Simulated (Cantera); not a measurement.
Feed: 1 mol Si₃N₄, 0.25 mol CO₂, 16 mol N₂, equilibrated at 0.133 bar.

Equilibrium computed with Cantera from the NASA thermochemical tables; the gas is ideal and each condensed phase is pure. Candidate condensed phases: C, Si, SiC, SiO₂, Si₂N₂O, Si₃N₄; 34 gas species. Mutual solubility and eutectic melting of coexisting phases are not modelled. The tables' values for SiN are old estimates; treat these amounts as uncertain. The numbers say what is thermodynamically allowed, not how fast it happens.

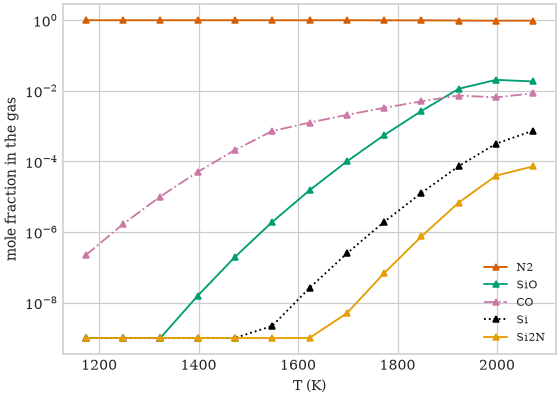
Fig. 1. Equilibrium gas composition (values under 1e-9 drawn at 1e-9)

Read off the mole fractions at 2073 K.

N₂ about 0.97, SiO about 0.018, CO about 0.0085, Si about 0.00075, Si₂N about 7.3e-5.
